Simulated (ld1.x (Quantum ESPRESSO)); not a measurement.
# A TM potential for Al, from input to tests

Task: generate the file, and judge it by its errors in other configurations, its logarithmic derivatives, its ghosts and its cutoff.

Program: ld1.x (Quantum ESPRESSO) 7.5. Reference atom: PBEsol, scalar-relativistic, spherical and spin-unpolarised. All values are calculated.

### Step 1. Settings

Typed settings, in words:

| Quantity | Value |
| --- | --- |
| element | aluminium (Al, Z = 13) |
| type | norm-conserving Troullier–Martins (Kleinman–Bylander form) |
| frozen core | [Ne] |
| valence charge | 3 |
| reference configuration | 3s1 3p2 |
| partial waves | 3s (bound): rc 1.95 bohr; 3p (bound): rc 2.45 bohr; 3d channel at 0.3 Ry: rc 2.45 bohr |
| local potential | all-electron potential smoothed inside 2.15 bohr (lloc = -1) |
| core correction | not asked for |

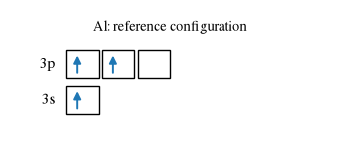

The outer shells as boxes. The arrows follow Hund's rule for the drawing; the calculation itself is spin-unpolarised.

### Step 2. Generation

Contents of Al.in:

```
 &input
   title='Al', zed=13., rel=1, dft='PBESOL', iswitch=3,
   config='[Ne] 3s1 3p2 3d-2',
   nld=3, rlderiv=2.65, eminld=-3.0, emaxld=5.0, deld=0.02
 /
 &inputp
   pseudotype=2, tm=.true., lloc=-1, rcloc=2.15,
   nlcc=.false.,
   file_pseudopw='Al.UPF', file_wfcaegen='ae.wfc', file_wfcncgen='nc.wfc', file_beta='beta', file_chi='chi'
 /
3
3S  1  0   1.00   0.00  1.95  1.95  0.0
3P  2  1   2.00   0.00  2.45  2.45  0.0
3D  3  2  -2.00   0.30  2.45  2.45  0.0
 &test
   configts(1)='3s1 3p2'
 /
```

On the command line:

```console
$ ld1.x < Al.in > Al.out
```

What the program wrote to Al.out (without the banner and most projector matrices):

```text
     Program LD1 v.7.5
     --------------------------- All-electron run ----------------------------

     Al
     scalar relativistic calculation

     atomic number is 13.00
     dft =PBESOL   lsd =0 sic =0 latt =0  beta=0.20 tr2=1.0E-14
     Exchange-correlation= PBESOL
                           (   1   4  10   8   0   0   0)
     mesh =1135 r(mesh) = 100.48924 a.u. xmin = -7.00 dx = 0.01250
     1 Ry =  13.60569312 eV, c = 137.03599908

     n l     nl                  e(Ry)          e(Ha)          e(eV)
     1 0     1S 1( 2.00)      -110.9613       -55.4807     -1509.7059
     2 0     2S 1( 2.00)        -8.0609        -4.0304      -109.6740
     2 1     2P 1( 6.00)        -5.2443        -2.6222       -71.3528
     3 0     3S 1( 1.00)        -0.6270        -0.3135        -8.5307
     3 1     3P 1( 2.00)        -0.2443        -0.1221        -3.3236

     final scf error:  8.7E-15 reached in  22 iterations

     Etot =    -484.016592 Ry,    -242.008296 Ha,   -6585.381214 eV

     Ekin =     484.778467 Ry,     242.389234 Ha,    6595.747058 eV
     Encl =   -1157.288883 Ry,    -578.644441 Ha,  -15745.717395 eV
     Eh   =     224.247785 Ry,     112.123892 Ha,    3051.046542 eV
     Exc  =     -35.753961 Ry,     -17.876980 Ha,    -486.457420 eV

     normalization and overlap integrals

     s(1S/1S) =  1.000000  <r> =   0.1204  <r2> =    0.0195  r(max) =   0.0789
     s(2S/2S) =  1.000000  <r> =   0.6267  <r2> =    0.4709  r(max) =   0.4954
     s(2P/2P) =  1.000000  <r> =   0.6031  <r2> =    0.4624  r(max) =   0.4264
     s(3S/3S) =  1.000000  <r> =   2.5010  <r2> =    7.2885  r(max) =   2.0597
     s(3P/3P) =  1.000000  <r> =   3.2832  <r2> =   12.8764  r(max) =   2.5794

     ------------------------ End of All-electron run ------------------------

     --------------------- Generating NC pseudopotential ---------------------

      Generating local potential from pseudized AE potential:
      Matching radius rcloc =   2.1500

      Local pseudo, rcloc= 2.138 Estimated cut-off energy=     5.19 Ry

      Wfc   3S  rcut= 1.935  Using Troullier-Martins method

      Wfc   3P  rcut= 2.423  Using Troullier-Martins method

      Wfc   3D  rcut= 2.423  Using Troullier-Martins method

     ------------------- End of pseudopotential generation -------------------

     [... the all-electron block is printed once more ...]


     Computing logarithmic derivative in   2.66131
     Message from routine run_pseudo:
     Warning: convergence not achieved
     Computing logarithmic derivative in   2.66131
     Computing the partial wave expansion
     R is outside the sphere for l=    0 j= 0.00
     R is outside the sphere for l=    1 j= 0.00
     R is outside the sphere for l=    2 j= 0.00

     ---------------------- Testing the pseudopotential ----------------------

     Al
     scalar relativistic calculation

     atomic number is 13.00   valence charge is  3.00
     dft =PBESOL   lsd =0 sic =0 latt =0  beta=0.20 tr2=1.0E-14
     mesh =1135 r(mesh) = 100.48924 xmin = -7.00 dx = 0.01250

     n l     nl             e AE (Ry)        e PS (Ry)    De AE-PS (Ry)
     1 0     3S   1( 1.00)       -0.62700       -0.62700        0.00000
     2 1     3P   1( 2.00)       -0.24428       -0.24428        0.00000

     eps = 1.1E-12  iter =201

     Etot =    -484.016592 Ry,    -242.008296 Ha,   -6585.381214 eV
     Etotps =    -3.491282 Ry,      -1.745641 Ha,     -47.501309 eV

     Ekin =       1.480740 Ry,       0.740370 Ha,      20.146489 eV
     Encl =      -7.082502 Ry,      -3.541251 Ha,     -96.362352 eV
     Ehrt =       2.705273 Ry,       1.352636 Ha,      36.807109 eV
     Ecxc =      -1.106522 Ry,      -0.553261 Ha,     -15.054994 eV
     Epseu=       0.511730 Ry,       0.255865 Ha,       6.962439 eV

     ---------------------- End of pseudopotential test ----------------------
```

It took 3.7 s on 1 thread, shared host. This counts the later configuration tests of the new file too.

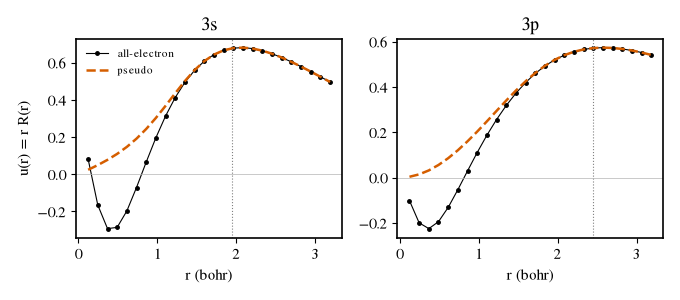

Bound waves of the atom and their pseudo partners (3s, 3p), with the matching radii dotted. The curves join 26 sampled radii.

### Step 3. Configuration tests

Contents of Al.test.in:

```
 &input
   title='Al', zed=13., rel=1, dft='PBESOL', iswitch=2,
   config='[Ne] 3s1 3p2 3d-2'
 /
 &test
   file_pseudo='Al.UPF', nconf=8,
   configts(1)='3s1 3p2',
   configts(2)='3s2 3p1',
   configts(3)='3s2 3p0',
   configts(4)='3s1 3p0',
   configts(5)='3s2 3p0.5',
   configts(6)='3s2 3p1.3',
   configts(7)='3s0 3p3',
   configts(8)='3s1 3p1'
 /
```

On the command line:

```console
$ ld1.x < Al.test.in > Al.test.out
```

Al.test.out, the pseudopotential blocks, each with the warnings that came before it:

```text
     Warning: convergence not achieved
     ---------------------- Testing the pseudopotential ----------------------

     Al
     scalar relativistic calculation

     atomic number is 13.00   valence charge is  3.00
     dft =PBESOL   lsd =0 sic =0 latt =0  beta=0.20 tr2=1.0E-14
     mesh =1135 r(mesh) = 100.48924 xmin = -7.00 dx = 0.01250

     n l     nl             e AE (Ry)        e PS (Ry)    De AE-PS (Ry)
     1 0     3S   1( 1.00)       -0.62700       -0.62700        0.00000
     2 1     3P   1( 2.00)       -0.24428       -0.24428        0.00000

     eps = 9.3E-14  iter =201

     Etot =    -484.016592 Ry,    -242.008296 Ha,   -6585.381214 eV
     Etotps =    -3.491282 Ry,      -1.745641 Ha,     -47.501309 eV

     Ekin =       1.480740 Ry,       0.740370 Ha,      20.146489 eV
     Encl =      -7.082502 Ry,      -3.541251 Ha,     -96.362352 eV
     Ehrt =       2.705273 Ry,       1.352636 Ha,      36.807109 eV
     Ecxc =      -1.106522 Ry,      -0.553261 Ha,     -15.054994 eV
     Epseu=       0.511730 Ry,       0.255865 Ha,       6.962439 eV

     ---------------------- End of pseudopotential test ----------------------

     Warning: convergence not achieved
     ---------------------- Testing the pseudopotential ----------------------

     Al
     [...]
     n l     nl             e AE (Ry)        e PS (Ry)    De AE-PS (Ry)
     1 0     3S   1( 2.00)       -0.56703       -0.56773        0.00070
     2 1     3P   1( 1.00)       -0.19767       -0.19778        0.00011

     eps = 1.5E-13  iter =201

     Etot =    -484.392823 Ry,    -242.196412 Ha,   -6590.500101 eV
     Etotps =    -3.867848 Ry,      -1.933924 Ha,     -52.624753 eV
     dEtot_ae =      -0.376231 Ry
     dEtot_ps =      -0.376566 Ry,   Delta E=       0.000335 Ry

     [...]
     ---------------------- End of pseudopotential test ----------------------

     Warning: convergence not achieved
     ---------------------- Testing the pseudopotential ----------------------

     Al
     [...]
     n l     nl             e AE (Ry)        e PS (Ry)    De AE-PS (Ry)
     1 0     3S   1( 2.00)       -1.08588       -1.08676        0.00088
     2 1     3P   1( 0.00)       -0.66343       -0.66394        0.00051

     eps = 1.8E-14  iter =201

     Etot =    -483.971232 Ry,    -241.985616 Ha,   -6584.764058 eV
     Etotps =    -3.445952 Ry,      -1.722976 Ha,     -46.884569 eV
     dEtot_ae =       0.045360 Ry
     dEtot_ps =       0.045330 Ry,   Delta E=       0.000031 Ry

     [...]
     ---------------------- End of pseudopotential test ----------------------

     Warning: convergence not achieved
     ---------------------- Testing the pseudopotential ----------------------

     Al
     [...]
     n l     nl             e AE (Ry)        e PS (Ry)    De AE-PS (Ry)
     1 0     3S   1( 1.00)       -1.73825       -1.73580       -0.00244
     2 1     3P   1( 0.00)       -1.25982       -1.25945       -0.00038

     eps = 2.0E-14  iter =201

     Etot =    -482.562231 Ry,    -241.281115 Ha,   -6565.593628 eV
     Etotps =    -2.037101 Ry,      -1.018550 Ha,     -27.716169 eV
     dEtot_ae =       1.454361 Ry
     dEtot_ps =       1.454181 Ry,   Delta E=       0.000180 Ry

     [...]
     ---------------------- End of pseudopotential test ----------------------

     Warning: convergence not achieved
     ---------------------- Testing the pseudopotential ----------------------

     Al
     [...]
     n l     nl             e AE (Ry)        e PS (Ry)    De AE-PS (Ry)
     1 0     3S   1( 2.00)       -0.81266       -0.81347        0.00081
     2 1     3P   1( 0.50)       -0.41715       -0.41743        0.00028

     eps = 1.1E-13  iter =201

     Etot =    -484.240419 Ry,    -242.120209 Ha,   -6588.426536 eV
     Etotps =    -3.715343 Ry,      -1.857672 Ha,     -50.549819 eV
     dEtot_ae =      -0.223827 Ry
     dEtot_ps =      -0.224061 Ry,   Delta E=       0.000234 Ry

     [...]
     ---------------------- End of pseudopotential test ----------------------

     Warning: convergence not achieved
     ---------------------- Testing the pseudopotential ----------------------

     Al
     [...]
     n l     nl             e AE (Ry)        e PS (Ry)    De AE-PS (Ry)
     1 0     3S   1( 2.00)       -0.43789       -0.43851        0.00062
     2 1     3P   1( 1.30)       -0.08329       -0.08332        0.00003

     eps = 3.5E-13  iter =201

     Etot =    -484.434579 Ry,    -242.217289 Ha,   -6591.068215 eV
     Etotps =    -3.909625 Ry,      -1.954812 Ha,     -53.193153 eV
     dEtot_ae =      -0.417987 Ry
     dEtot_ps =      -0.418343 Ry,   Delta E=       0.000356 Ry

     [...]
     ---------------------- End of pseudopotential test ----------------------

     ---------------------- Testing the pseudopotential ----------------------

     Al
     [...]
     n l     nl             e AE (Ry)        e PS (Ry)    De AE-PS (Ry)
     1 0     3S   1( 0.00)       -0.67831       -0.67731       -0.00100
     2 1     3P   1( 3.00)       -0.28420       -0.28388       -0.00032

     eps = 8.3E-17  iter =  9

     Etot =    -483.628053 Ry,    -241.814026 Ha,   -6580.094872 eV
     Etotps =    -3.103093 Ry,      -1.551546 Ha,     -42.219729 eV
     dEtot_ae =       0.388539 Ry
     dEtot_ps =       0.388189 Ry,   Delta E=       0.000350 Ry

     [...]
     ---------------------- End of pseudopotential test ----------------------

     Warning: convergence not achieved
     ---------------------- Testing the pseudopotential ----------------------

     Al
     [...]
     n l     nl             e AE (Ry)        e PS (Ry)    De AE-PS (Ry)
     1 0     3S   1( 1.00)       -1.14333       -1.14276       -0.00057
     2 1     3P   1( 1.00)       -0.71458       -0.71449       -0.00009

     eps = 1.2E-13  iter =201

     Etot =    -483.545583 Ry,    -241.772791 Ha,   -6578.972813 eV
     Etotps =    -3.020292 Ry,      -1.510146 Ha,     -41.093168 eV
     dEtot_ae =       0.471009 Ry
     dEtot_ps =       0.470990 Ry,   Delta E=       0.000019 Ry

     [...]
     ---------------------- End of pseudopotential test ----------------------
```

The tests as a table, with energies relative to 3s1 3p2. A star marks tests that logged a warning.

| valence configuration | charge | ΔE all-electron (eV) | error AE − PS (meV) |
| --- | --- | --- | --- |
| 3s2 3p1 * | 0 | -5.119 | +4.6 |
| 3s2 3p0 * | +1 | 0.617 | +0.4 |
| 3s1 3p0 * | +2 | 19.788 | +2.4 |
| 3s2 3p0.5 * | +0.5 | -3.045 | +3.2 |
| 3s2 3p1.3 * | -0.3 | -5.687 | +4.8 |
| 3s0 3p3 | 0 | 5.286 | +4.8 |
| 3s1 3p1 * | +1 | 6.408 | +0.3 |

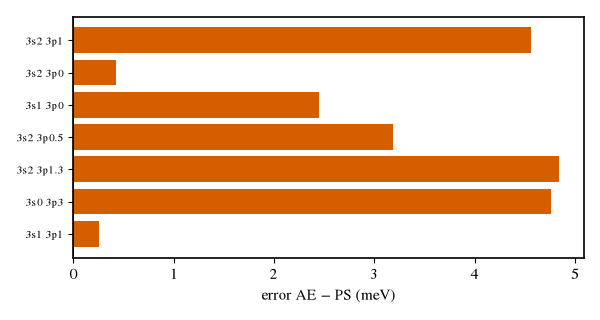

Error of the potential in each test configuration.

### Step 4. Scattering by logarithmic derivatives

Taken from the files of the generation run. The phase is arctan(r·u′/u) with u = r·R, unwrapped, with energies in Ry. A pole is an energy at which the radial function vanishes at the test radius. The pseudo phase is shifted by a multiple of π to meet the all-electron one at the reference energy. Levels narrower than the energy grid can be missing from the poles. The last column is the largest difference on the grid between −1 and +1 Ry.

| channel | radius (bohr) | reference (Ry) | poles AE | poles PS | window around the reference with phases within 0.05 rad (Ry) | largest difference near zero (rad) |
| --- | --- | --- | --- | --- | --- | --- |
| s | 2.66 | -0.63 | 0.56 | 0.53, 4.21 | below 1.7 | 0.012 |
| p | 2.66 | -0.24 | 1.34 | 1.28 | below 2.5 | 0.007 |
| d | 2.66 | 0.30 | 2.13 | 2.16 | below 3.5 | 0.002 |

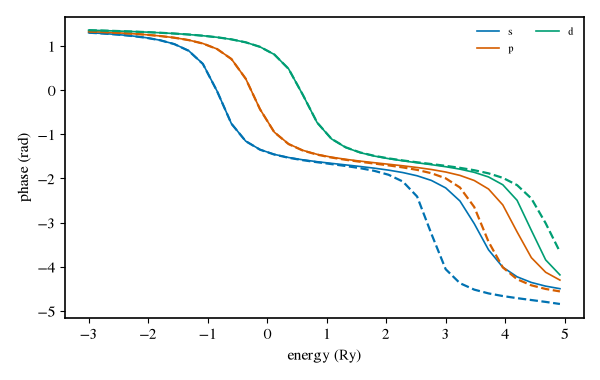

Phases by channel: all-electron solid, pseudo dashed.

### Step 5. Plane-wave convergence, by spherical Bessel functions

A separate test, outside the generator: the pseudo-atom's Hamiltonian at the reference potential is diagonalised in spherical Bessel functions j_l(qr) that vanish at 20 bohr, with q² up to the cutoff.

All-electron valence levels (Ry): 3s -0.6270, 3p -0.2443. The lowest levels of each channel (Ry) by cutoff; the last column sums, over occupied levels, occupation times the distance from the level at 400 Ry. A positive value at high cutoff is not a bound level.

| cutoff (Ry) | s #1 | p #1 | d #1 | f #1 | Σ f·Δε (mRy) |
| --- | --- | --- | --- | --- | --- |
| 8 | -0.6189 | -0.2439 | 0.0427 | 0.1028 | 8.8 |
| 12 | -0.6252 | -0.2442 | 0.0425 | 0.1028 | 2.1 |
| 15 | -0.6254 | -0.2443 | 0.0424 | 0.1028 | 1.7 |
| 21 | -0.6259 | -0.2443 | 0.0423 | 0.1028 | 1.1 |
| 25 | -0.6263 | -0.2443 | 0.0423 | 0.1028 | 0.7 |
| 35 | -0.6269 | -0.2443 | 0.0423 | 0.1028 | 0.1 |
| 400 | -0.6270 | -0.2443 | 0.0423 | 0.1028 | 0.0 |

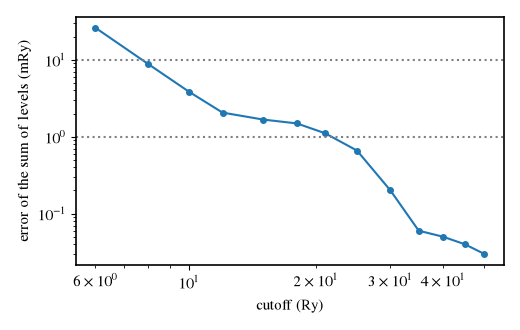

Occupation-weighted error of the valence levels against the cutoff; the dotted lines mark 10 and 1 mRy.

The sum stays within 10 mRy from 8 Ry and within 1 mRy from 25 Ry. The sum leaves out empty levels, which can need more. Ghost test: no level below the all-electron spectrum of its channel (s, p, d, f tested).

### Step 6. Outcome

| quantity | value |
| --- | --- |
| cutoffs for 10 and 1 mRy, occupied levels | 8 Ry and 25 Ry |
| bound ghosts | none found |
| largest test error (AE − PS) | +4.8 meV, for 3s2 3p1.3 (one of 7 tests with a warning) |
| largest phase difference near zero energy, channels read | 0.012 rad |

In words: By total energies transferability is very good: the largest error is 4.8 meV on 5.7 eV, for 3s2 3p1.3. It counts as soft on the atom at that tolerance, with 8 Ry needed at the looser tolerance. The tighter tolerance needs 25 Ry, and converged work needs a cutoff nearer that. The slowest occupied level is 3s: taken alone it needs 25 Ry to come within 1 mRy, against 6 Ry or less for 3p. No bound ghost shows below the valence levels. Near zero energy the phases of the channels with partial waves agree within 0.012 rad. These are tests on the free atom; a crystal test is still owed.
